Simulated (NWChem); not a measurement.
**C3H4 (allene) at 6 levels**

Wanted: a comparison of 6 runs (B3LYP/6-31G*, M06-2X/def2-TZVP, PBE/def2-TZVP, PBE0/def2-TZVP, SVWN5/def2-TZVP, CCSD(T)/def2-TZVP) of C3H4 (allene). 

The calculation is run with NWChem 7.3.0.

2 further runs of the same task are left out: 1 that didn't finish, 1 set aside as unsound or not needed. Runs told in other sessions of the task aren't counted.

**1. The structure to begin with**

The species is C3H4 (7 atoms), meant as a singlet with charge 0. As SMILES, `C=C=C`. The coordinates come from a PBE0-D4/def2-TZVP relaxation.

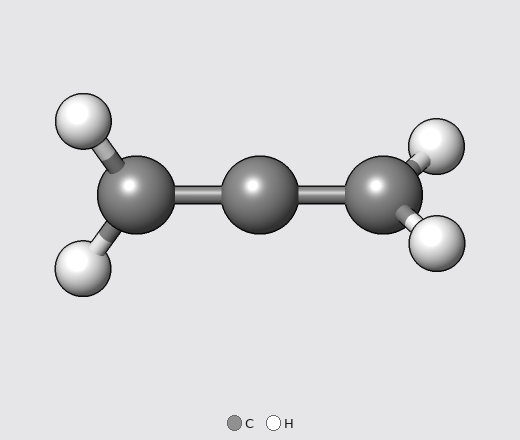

The structure, seen from a chosen angle (carbon grey, hydrogen white).

**2. Energy and forces at B3LYP/6-31G(d) (spherical functions) (run 1)**

File c3h4.xyz:

```xyz
7
C3H4 B3LYP
C     -1.043070     0.330920    -0.700490
C      0.000000     0.000000     0.000000
C      1.043060    -0.330920     0.700500
H     -1.944480    -0.272700    -0.684250
H     -1.042610     1.220370    -1.321810
H      1.814830    -0.972860     0.288850
H      1.172270     0.025170     1.717200
```

File c3h4.nw:

```
start c3h4
title "C3H4 B3LYP"
memory total 2200 mb
geometry units angstrom noautosym nocenter noautoz
   load c3h4.xyz
end
basis spherical bse
   * library 6-31G*
end
dft
   xc b3lyp
   grid xfine
   convergence energy 1e-08
   iterations 100
   mulliken
end
task dft gradient
```

Started as:

```
$ nwchem c3h4.nw > c3h4.out
```

The log of the run:

```text
[...]
          Wavefunction type:  closed shell.
          No. of atoms     :     7
          No. of electrons :    22
[...]
          Charge           :     0
          Spin multiplicity:     1
[...]
          AO basis - number of functions:    50
[...]
              XC Information
              --------------
                         B3LYP Method XC Potential
                     Hartree-Fock (Exact) Exchange  0.200
                        Slater Exchange Functional  0.800 local
                    Becke 1988 Exchange Functional  0.720 non-local
              Lee-Yang-Parr Correlation Functional  0.810
                  VWN I RPA Correlation Functional  0.190 local
[...]
 d= 0,ls=0.0,diis     1   -116.6261347770 -1.76D+02  1.68D-02  2.26D-01     2.7
[...]
 d= 0,ls=0.0,diis     8   -116.6548445397 -2.25D-10  1.07D-07  4.55D-11    14.7
         Total DFT energy =     -116.654844539718
      One electron energy =     -272.990287980358
           Coulomb energy =      114.629680026769
    Exchange-Corr. energy =      -17.725375336580
 Nuclear repulsion energy =       59.431138750451
[...]
      Total Density - Mulliken Population Analysis
     ---------------------------------------------
    Atom       Charge   Shell Charges
 -----------   ------   -------------------------------------------------------
    1 C    6     6.52   2.00  0.67  2.10  0.61  1.11  0.03
    2 C    6     5.63   2.00  0.71  1.98  0.43  0.47  0.03
    3 C    6     6.52   2.00  0.67  2.10  0.61  1.11  0.03
    4 H    1     0.83   0.52  0.31
    5 H    1     0.83   0.52  0.31
    6 H    1     0.83   0.52  0.31
    7 H    1     0.83   0.52  0.31
[...]
  wavefunction    = closed shell
                         DFT ENERGY GRADIENTS
    atom               coordinates                        gradient
                 x          y          z           x          y          z
   1 C      -1.971116   0.625348  -1.323734    0.005363  -0.001702   0.003604
   2 C       0.000000   0.000000   0.000000    0.000004  -0.000001  -0.000002
   3 C       1.971098  -0.625348   1.323753   -0.005372   0.001705  -0.003604
   4 H      -3.674534  -0.515328  -1.293045    0.002457   0.000409   0.000819
   5 H      -1.970247   2.306165  -2.497859    0.001253  -0.001586   0.001671
   6 H       3.429531  -1.838439   0.545847   -0.002282   0.001254  -0.000294
   7 H       2.215269   0.047564   3.245037   -0.001424  -0.000078  -0.002195
[...]
```

Run time: 19 s. Hardware: 1 thread of Intel Xeon Platinum 8259CL at 2.50GHz (Skylake/Cascade Lake), shared host; peak memory 0.14 GiB.

**3. Energy and forces at M06-2X/def2-TZVP (run 2)**

File test.nw:

```
START test
TITLE "C3H4"
memory total 2200 mb
charge 0
GEOMETRY units angstrom noautosym nocenter noautoz
  C    -1.043070    0.330920   -0.700490
  C     0.000000    0.000000    0.000000
  C     1.043060   -0.330920    0.700500
  H    -1.944480   -0.272700   -0.684250
  H    -1.042610    1.220370   -1.321810
  H     1.814830   -0.972860    0.288850
  H     1.172270    0.025170    1.717200
END
BASIS spherical bse
  * library def2-TZVP
END
DFT
  xc m06-2x
  grid fine
  convergence energy 1e-08
  maxiter 100
  mulliken
  noprint "final vectors analysis"
END
TASK dft gradient
```

Started as:

```
$ nwchem test.nw > test.out
```

The log of the run:

```text
[...]
          Wavefunction type:  closed shell.
          No. of atoms     :     7
          No. of electrons :    22
[...]
          Charge           :     0
          Spin multiplicity:     1
[...]
          AO basis - number of functions:   117
[...]
              XC Information
              --------------
                       M06-2X Method XC Functional
                     Hartree-Fock (Exact) Exchange  0.540
                        M06-2X Exchange Functional  1.000
                      M06-2X Correlation Potential  1.000
[...]
 d= 0,ls=0.0,diis     1   -116.6174860578 -1.76D+02  5.61D-03  2.18D-01     4.9
[...]
 d= 0,ls=0.0,diis     8   -116.6417589257 -3.77D-09  7.74D-07  2.81D-08    30.4
         Total DFT energy =     -116.641758925668
      One electron energy =     -272.859231529256
           Coulomb energy =      114.431103171430
    Exchange-Corr. energy =      -17.644769318293
 Nuclear repulsion energy =       59.431138750451
[...]
      Total Density - Mulliken Population Analysis
     ---------------------------------------------
    Atom       Charge   Shell Charges
 -----------   ------   -------------------------------------------------------
    1 C    6     6.35   0.85  1.12  0.51  0.71  0.09  1.32  1.23  0.46  0.02  0.03  0.00
    2 C    6     5.90   0.86  1.11  0.61  0.29  0.08  1.26  1.28  0.35  0.02  0.03  0.01
    3 C    6     6.35   0.85  1.12  0.51  0.71  0.09  1.32  1.23  0.46  0.02  0.03  0.00
    4 H    1     0.85   0.27  0.47  0.09  0.02
    5 H    1     0.85   0.27  0.47  0.09  0.02
    6 H    1     0.85   0.27  0.47  0.09  0.02
    7 H    1     0.85   0.27  0.47  0.09  0.02
[...]
  wavefunction    = closed shell
                         DFT ENERGY GRADIENTS
    atom               coordinates                        gradient
                 x          y          z           x          y          z
   1 C      -1.971116   0.625348  -1.323734    0.001847  -0.000586   0.001243
   2 C       0.000000   0.000000   0.000000    0.000004  -0.000001  -0.000002
   3 C       1.971098  -0.625348   1.323753   -0.001855   0.000589  -0.001243
   4 H      -3.674534  -0.515328  -1.293045   -0.001315  -0.000502  -0.000236
   5 H      -1.970247   2.306165  -2.497859   -0.000378   0.001039  -0.000902
   6 H       3.429531  -1.838439   0.545847    0.001179  -0.000790  -0.000171
   7 H       2.215269   0.047564   3.245037    0.000518   0.000252   0.001311
[...]
```

Wall time 44 s (1 thread of Intel Xeon Platinum 8259CL at 2.50GHz (Skylake/Cascade Lake), shared host); peak memory 0.13 GiB.

Runs 3 to 5 aren't shown in full; the table further down has their settings and results.

**4. A single-point energy at CCSD(T)/def2-TZVP (run 6)**

File nw.nw:

```
start nw
memory 2200 mb

geometry units au noautosym nocenter noautoz
  C     -1.97111663     0.62534817    -1.32373425
  C      0.00000000     0.00000000     0.00000000
  C      1.97109773    -0.62534817     1.32375315
  H     -3.67453465    -0.51532831    -1.29304510
  H     -1.97024735     2.30616507    -2.49785889
  H      3.42953166    -1.83843896     0.54584739
  H      2.21526924     0.04756441     3.24503770
end

basis spherical bse
  C library def2-TZVP
  H library def2-TZVP
end

scf
  thresh 1e-08
  maxiter 80
  noprint "final vectors analysis"
end

ccsd
  freeze core 3
  maxiter 60
end

task ccsd(t) energy
```

Started as:

```
$ nwchem nw.nw > nw.out
```

The log of the run:

```text
[...]
  functions       =   117
[...]
  wavefunction    = RHF
[...]
         Total SCF energy =   -115.908215166319
      One-electron energy =   -272.508458390354
      Two-electron energy =     97.169108724821
 Nuclear repulsion energy =     59.431134499214
        Time for solution =     31.6s
[...]
 Total MP2 energy:           -116.372945507490343
[...]
             energy      energy      error      ampl     ampl      Block
                                                time     time      time
[...]
 Total CCSD energy:           -116.401560833680065
[...]
 Total CCSD+T(CCSD) energy:           -116.425515263993191
[...]
 Total CCSD(T) energy:                -116.424813854149420
[...]
```

Wall time 8.9 min (1 thread of Intel Xeon Platinum 8259CL at 2.50GHz (Skylake/Cascade Lake), shared host); peak memory 0.35 GiB.

**5. The series**

```tsv
run	level	integration grid	task	energy (Eh)	dipole moment (D) of the reference	HOMO energy (eV)	LUMO energy (eV)	wall time
1	B3LYP/6-31G* (spherical functions)	xfine	gradient	-116.654845	0.00	-7.17	0.63	19 s
2	M06-2X/def2-TZVP	fine	gradient	-116.641759	0.00	–	–	44 s
3	PBE/def2-TZVP	fine	gradient	-116.539037	0.00	-6.55	-0.70	37 s
4	PBE0/def2-TZVP	fine	gradient	-116.549751	0.00	-7.73	0.32	36 s
5	SVWN5/def2-TZVP	fine	gradient	-115.597033	0.00	-6.70	-0.90	41 s
6	CCSD(T)/def2-TZVP	–	energy	-116.424814	–	–	–	8.9 min
```

**6. Results**

| quantity | value |
| --- | --- |
| run 6: total energy | -116.42481 Eh |
| run 6: correlation energy (3 core orbitals frozen) | -516.6 mEh |
| run 6: (T) correction | -23.25 mEh |

What this shows: Over runs 1, 3, 4, 5 the HOMO–LUMO gap runs from 5.81 eV (SVWN5/def2-TZVP) to 8.05 eV (PBE0/def2-TZVP). Totals of different functionals can't be ranked against each other. All runs together took 12 min, the longest 8.9 min.
